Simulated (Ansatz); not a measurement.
```xyz
14

C    -2.1895   -0.5204   -0.1317
C     0.4581    0.8464   -1.0952
Si   -0.8619   -0.4628   -1.4758
Si    1.4085    0.5981    0.5215
H    -2.6848    0.4662   -0.0236
H    -1.7542   -0.7931    0.8510
H    -2.9688   -1.2686   -0.3808
H    -0.1932   -1.8096   -1.5921
H    -1.5021   -0.1535   -2.8066
H    -0.0241    1.8481   -1.0748
H     1.1898    0.8622   -1.9320
H     2.0700   -0.7547    0.5393
H     2.4732    1.6493    0.6969
H     0.4773    0.6779    1.7029
```

Geometry: PBE-D3(BJ)/def2-SVP.

Method: Ansatz 0.2.0, isolated molecule in a Gaussian basis; Kohn-Sham density functional theory, functional PBE0.

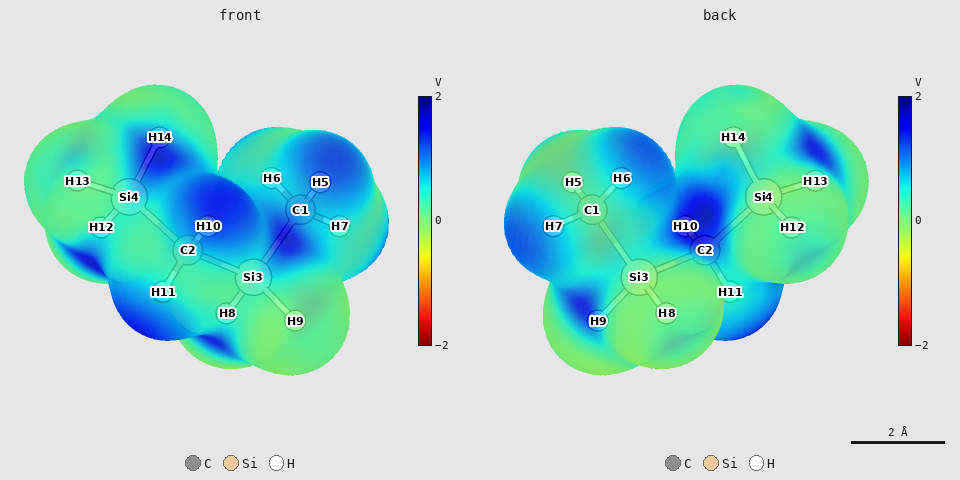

C$_{2}$H$_{10}$Si$_{2}$ (SMILES C[SiH2]C[SiH3]). The molecular electrostatic potential painted on the density surface at 0.004 e/bohr³, seen from the front and from behind; the colour scale runs from red (negative) to blue (positive).

**Where is the surface potential most negative and most positive?**

The most negative region (about −0.1 V) lies over H8 and H9, the most positive (about +1.7 V) over Si3 and Si4.
